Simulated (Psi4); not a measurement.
# Si2H6 (disilane) at r2SCAN/6-311+G(d,p) (sweep point 4)

Aim: the vertical electron affinity of Si2H6 (disilane) at r2SCAN/6-311+G** (sweep point 4), from 2 runs. 

The calculation is run with Psi4 1.11.

4 further runs of the same task are left out: 4 set aside as unsound or not needed.

## 1. The structure to begin with

Si2H6 has 8 atoms, charge 0, and is taken as a singlet. SMILES: `[SiH3][SiH3]`. The coordinates come from a PBE0-D4/def2-TZVP relaxation.

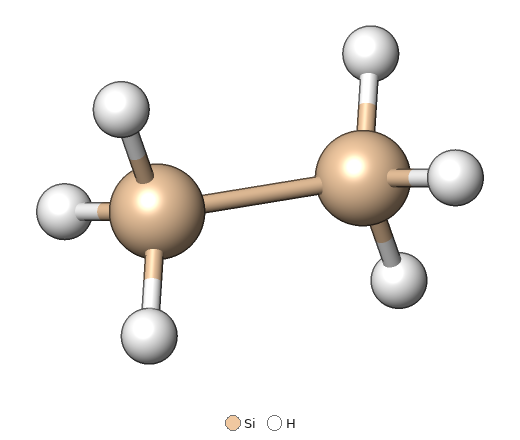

The structure, seen from a chosen angle (silicon light orange, hydrogen white).

## 2. The energy at r2SCAN/6-311+G(d,p) (sweep point 4)

job.in reads:

```
memory 1.6 GB

molecule {
  0 1
  Si    -0.64345175     0.92634375    -1.89898578
  Si     0.68691545    -0.95317786     1.87271859
  H      1.57584262     1.79183831    -3.39186942
  H     -2.10307620    -0.91443847    -3.44289203
  H     -2.28278916     3.14469324    -1.35663438
  H      2.15239806     0.88552566     3.41341230
  H      2.32077265    -3.17568475     1.33036719
  H     -1.53256789    -1.81262530     3.36862579
  units bohr
  symmetry c1
}

set puream true
set scf_type pk
set dft_radial_points 50
set dft_spherical_points 194

result = energy("r2scan/6-311+G**")
print_variables()
```

Command:

```sh
$ psi4 -n 1 job.in job.out
```

job.out:

```text
[...]
  Running in c1 symmetry.
[...]
  Nuclear repulsion =   90.773081169321117
[...]
  Multiplicity = 1
[...]
  Nalpha       = 17
  Nbeta        = 17
[...]
    Number of basis functions: 96
[...]
   @RKS iter   1:  -582.42478510319302   -3.87394e-01   5.22771e-03 ADIIS/DIIS
[...]
   @RKS iter   6:  -582.52229156068688   -1.56525e-07   7.71559e-07 DIIS
[...]
    Orbital Energies [Eh]
    ---------------------
    Doubly Occupied:
       1A    -65.811437     2A    -65.811434     3A     -5.197524
       4A     -5.197473     5A     -3.540241     6A     -3.539697
       7A     -3.539694     8A     -3.539643     9A     -3.539640
      10A     -3.539595    11A     -0.537783    12A     -0.475642
      13A     -0.340682    14A     -0.340656    15A     -0.316094
      16A     -0.316066    17A     -0.278414
[...]
  @RKS Final Energy:  -582.52229156068688
   => Energetics <=
    Nuclear Repulsion Energy =             90.7730811693211166
    One-Electron Energy =                -986.8232380209575467
    Two-Electron Energy =                 357.5088388155727444
    DFT Exchange-Correlation Energy =     -43.9809735246232307
    Empirical Dispersion Energy =           0.0000000000000000
    VV10 Nonlocal Energy =                  0.0000000000000000
    Total Energy =                       -582.5222915606868810
[...]
 Multipole Moments:
 ------------------------------------------------------------------------------------
     Multipole            Electronic (a.u.)      Nuclear  (a.u.)        Total (a.u.)
 ------------------------------------------------------------------------------------
 L = 1.  Multiply by 2.5417464519 to convert [e a0] to [Debye]
 Dipole X            :         -0.0001286            0.0000845           -0.0000440
 Dipole Y            :          0.0001247           -0.0000845            0.0000402
 Dipole Z            :          0.0001334           -0.0000845            0.0000489
 Magnitude           :                                                    0.0000771
[...]
```

Run time: 4.2 s. Hardware: 1 thread of Intel Xeon 6975P-C (Granite Rapids), shared host; peak memory 0.77 GiB.

## 3. The doublet anion at the same level

calc.dat reads:

```
memory 1600 MB

molecule {
  -1 2
  Si    -0.64345175     0.92634375    -1.89898578
  Si     0.68691545    -0.95317786     1.87271859
  H      1.57584262     1.79183831    -3.39186942
  H     -2.10307620    -0.91443847    -3.44289203
  H     -2.28278916     3.14469324    -1.35663438
  H      2.15239806     0.88552566     3.41341230
  H      2.32077265    -3.17568475     1.33036719
  H     -1.53256789    -1.81262530     3.36862579
  units au
  symmetry c1
}

set basis 6-311+G**
set reference uks
set puream true
set scf_type pk
set dft_radial_points 50
set dft_spherical_points 194
set maxiter 100

result, w = energy("r2scan", return_wfn=True)
```

Command:

```sh
$ psi4 calc.dat calc.out -n 1
```

calc.out:

```text
[...]
  Running in c1 symmetry.
[...]
  Nuclear repulsion =   90.773081169321117
[...]
  Multiplicity = 2
[...]
  Nalpha       = 18
  Nbeta        = 17
[...]
    Number of basis functions: 96
[...]
   @UKS iter   1:  -582.24147692331849   -2.04086e-01   6.27816e-03 DIIS/ADIIS
[...]
   @UKS iter   9:  -582.48821962084014   -5.80163e-07   6.64852e-07 DIIS
[...]
   @S^2 Observed:                7.506528425E-01
[...]
    Orbital Energies [Eh]
    ---------------------
    Alpha Occupied:
       1A    -65.671521     2A    -65.671519     3A     -5.058090
       4A     -5.058039     5A     -3.400899     6A     -3.400307
       7A     -3.400305     8A     -3.400253     9A     -3.400251
      10A     -3.400247    11A     -0.403820    12A     -0.340643
      13A     -0.208129    14A     -0.208111    15A     -0.183065
      16A     -0.183043    17A     -0.142309    18A      0.078491
    Alpha Virtual:
      19A      0.097627    20A      0.123192    21A      0.123215
      22A      0.125075    23A      0.138539    24A      0.138592
      25A      0.145071    26A      0.145101    27A      0.162709
[...]
  @UKS Final Energy:  -582.48821962084014
   => Energetics <=
    Nuclear Repulsion Energy =             90.7730811693211166
    One-Electron Energy =                -991.4484962014216762
    Two-Electron Energy =                 362.2725046538321294
    DFT Exchange-Correlation Energy =     -44.0853092425717676
    Empirical Dispersion Energy =           0.0000000000000000
    VV10 Nonlocal Energy =                  0.0000000000000000
    Total Energy =                       -582.4882196208401410
[...]
 Multipole Moments:
 ------------------------------------------------------------------------------------
     Multipole            Electronic (a.u.)      Nuclear  (a.u.)        Total (a.u.)
 ------------------------------------------------------------------------------------
 L = 1.  Multiply by 2.5417464519 to convert [e a0] to [Debye]
 Dipole X            :         -0.0000704            0.0000845            0.0000142
 Dipole Y            :         -0.0000330           -0.0000845           -0.0001175
 Dipole Z            :          0.0001984           -0.0000845            0.0001139
 Magnitude           :                                                    0.0001643
[...]
```

It took 6.6 s on 1 thread of Intel Xeon 6975P-C (Granite Rapids), shared host; peak memory 0.77 GiB.

## 4. What came out

Level: r2SCAN/6-311+G** (sweep point 4).

| quantity | value |
| --- | --- |
| singlet Si2H6: total energy | -582.52229 Eh |
| singlet Si2H6: dipole moment | 0.00 D |
| singlet Si2H6: HOMO energy | -7.58 eV |
| singlet Si2H6: LUMO energy | -0.10 eV |
| singlet Si2H6: HOMO–LUMO gap | 7.47 eV |
| doublet anion: total energy | -582.48822 Eh |
| doublet anion: HOMO energy (highest over α and β) | 2.14 eV |
| doublet anion: LUMO energy (lowest over α and β) | 2.66 eV |
| doublet anion: ⟨S²⟩ | 0.751 |
| vertical electron affinity (to the doublet anion) | -0.927 eV |

**Reading.** The anion lies 0.93 eV (21.4 kcal/mol) above the neutral: the electron isn't bound at this level, and such a value depends on the basis. The HOMO (doublet anion) lies at positive energy, 2.14 eV, as semi-local functionals often give for anions; only total energies tell whether the electron is bound.
